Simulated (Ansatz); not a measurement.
Phonon calculation of CH7Si2 (charge +1)

System: CH7Si2, charge +1, SMILES [SiH2+]C[SiH3].
Method: RKS PBE0-D4/def2-SVP (Ansatz 0.2.0).

It belongs to a series of runs on one base structure; here: vibrations at the highest image of the band. Figures and captions count atoms from 1; the log counts them from 0 in places.

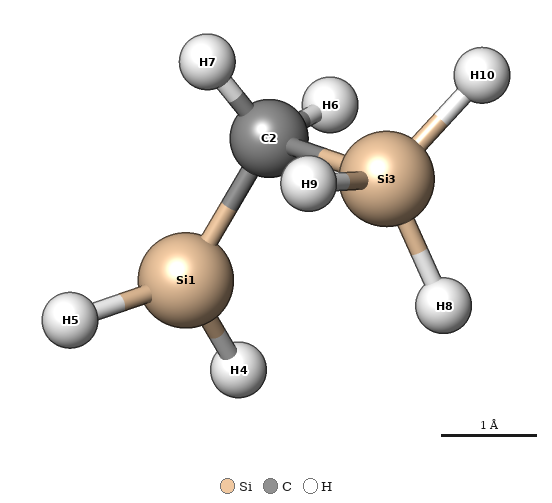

**Figure 1.** The input geometry (ball-and-stick view, seen at a tilt; atoms are numbered from 1 in the order of the input). Bond lengths as drawn: C–H 1.10 Å, C–Si 1.79 to 1.98 Å and H–Si 1.48 to 1.49 Å.

Input file
```yaml
crystal:
  periodic: [false, false, false]
  atoms:
    - { symbol: Si, position_ang: [-1.345099, 0.461464, -0.866001] }
    - { symbol: C, position_ang: [0.42249, 0.272453, -0.696251] }
    - { symbol: Si, position_ang: [0.784531, -0.502842, 1.085667] }
    - { symbol: H, position_ang: [-2.178326, -0.640788, -1.395907] }
    - { symbol: H, position_ang: [-2.048813, 1.655181, -0.344999] }
    - { symbol: H, position_ang: [0.828494, -0.454088, -1.420045] }
    - { symbol: H, position_ang: [0.978059, 1.224258, -0.72631] }
    - { symbol: H, position_ang: [-0.252449, -1.544755, 1.335543] }
    - { symbol: H, position_ang: [0.664839, 0.607411, 2.063336] }
    - { symbol: H, position_ang: [2.146253, -1.078301, 0.964978] }
total_charge: 1
basis:
  gaussian: { orbitals: def2-SVP }
hamiltonian:
  xc: pbe0
  dispersion: d4
phonons: {}
```

Machine: 1 thread of Intel Xeon (Sapphire Rapids), 10 GiB of memory available, shared host.

Command:
```bash
ansatz run input.yaml --threads 1 --pin off --max-ram 2048MiB --backend cpu --events-out ev --progress --plain --runs-dir out
```

What the program printed
```
Engine: ansatz 0.2.0, x86_64-unknown-linux-gnu
Functional definition: PBE0
  parameter a = 0.25
  parameter kappa = 0.804
  parameter beta = 0.06672455060314922
  exchange = (1 - a)*pbe_x(kappa = kappa, mu = beta*pi^2/3) + a*exact_x
  correlation = pbe_c(beta = beta)
894 factors; integrals over basis functions are off by at most 3.6e-4 eV
mean field evaluation 1: about -16875.5510 eV, gradient 5.8e1 eV
mean field evaluation 2: about -16861.0029 eV, gradient 8.2e1 eV
mean field evaluation 4: about -16883.8091 eV, gradient 3.8e0 eV
mean field evaluation 8: about -16883.8564 eV, gradient 5.2e-2 eV
mean field evaluation 16: about -16883.8564 eV, gradient 2.3e-5 eV
mean field -16883.85636883 eV, -620.4702772655 hartree, gradient 2.3e-5 eV, S^2 0.000000; 0 other end points of the search recorded, 0 dependent functions left out
the calculation of the forces begins
reference -16883.85639551 eV, -620.4702782459 hartree; 20, 20 occupied and 65, 65 virtual orbitals, 894 factors
these checks for a lower state are left out or cut short: stability, starts, cluster_reference, orbital_swaps, neighbouring_geometries, increment
894 factors; integrals over basis functions are off by at most 3.5e-4 eV
mean field -16883.85623039 eV, -620.4702721780 hartree, gradient 1.2e-6 eV, S^2 0.000000; 0 other end points of the search recorded, 0 dependent functions left out
[... from here on the field's lines of each further geometry are left out, up to the last ...]
the calculation of the forces begins
reference -16883.85639444 eV, -620.4702782067 hartree; 20, 20 occupied and 65, 65 virtual orbitals, 894 factors
these checks for a lower state are left out or cut short: stability, starts, cluster_reference, orbital_swaps, neighbouring_geometries, increment
894 factors; integrals over basis functions are off by at most 3.6e-4 eV
mean field -16883.85635753 eV, -620.4702768503 hartree, gradient 4.9e-6 eV, S^2 0.000000; 0 other end points of the search recorded, 0 dependent functions left out
the calculation of the forces begins
reference -16883.85638421 eV, -620.4702778307 hartree; 20, 20 occupied and 65, 65 virtual orbitals, 894 factors
WARN: phonons: modes at or below zero, which the zero-point energy, F, S and C_V leave out: 1, the lowest at -92.16 cm⁻¹. A minimum has none, and a first-order saddle one
Total energy: -16884.00316496 eV, -620.4756719240 hartree
Atom 0 at    -1.345099     0.461464    -0.866001 Å, force    -0.000746     0.000256    -0.000816 eV/Å
Atom 1 at     0.422490     0.272453    -0.696251 Å, force     0.001144    -0.001229     0.003118 eV/Å
Atom 2 at     0.784531    -0.502842     1.085667 Å, force     0.000087     0.000347    -0.001131 eV/Å
Atom 3 at    -2.178326    -0.640788    -1.395907 Å, force    -0.000057     0.000153    -0.000129 eV/Å
Atom 4 at    -2.048813     1.655181    -0.344999 Å, force     0.000022     0.000084    -0.000068 eV/Å
Atom 5 at     0.828494    -0.454088    -1.420045 Å, force    -0.000887    -0.000609    -0.001061 eV/Å
Atom 6 at     0.978059     1.224258    -0.726310 Å, force     0.000175     0.000765    -0.000086 eV/Å
Atom 7 at    -0.252449    -1.544755     1.335543 Å, force     0.000294    -0.000130    -0.000013 eV/Å
Atom 8 at     0.664839     0.607411     2.063336 Å, force    -0.000151     0.000008     0.000031 eV/Å
Atom 9 at     2.146253    -1.078301     0.964978 Å, force     0.000118     0.000353     0.000155 eV/Å
Dipole moment:    -0.476361     0.233870    -0.477708 e Å
Vibrations: -92.16 133.31 199.84 490.20 541.61 554.44 569.05 724.38 811.56 842.63 899.80 913.39 928.58 934.49 992.10 1006.86 1355.04 2249.69 2286.52 2303.78 2306.90 2348.75 3082.53 3175.46 cm⁻¹, zero-point energy 1.838122 eV
```

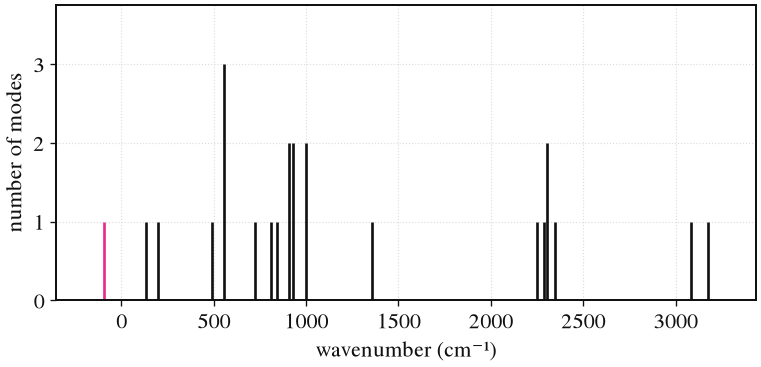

**Figure 2.** Harmonic vibrational wavenumbers from the force constants; neighbouring modes closer than 15 cm⁻¹ are counted in one stick, and imaginary ones are drawn at negative wavenumbers. 24 modes from 92i to 3175 cm⁻¹, 1 imaginary beyond 8i (92i cm⁻¹): not a clean minimum; so soft a mode can be a shallow saddle, an incomplete relaxation or noise of the force constants.

Results in brief

| quantity | value |
| --- | --- |
| outcome | converged |
| total energy | −16884.0032 eV |
| mean-field energy | −16883.8564 eV |
| largest force (length of the vector) | 0.004 eV/Å |
| wall time | 88 s |
| peak memory | 0.26 GiB |
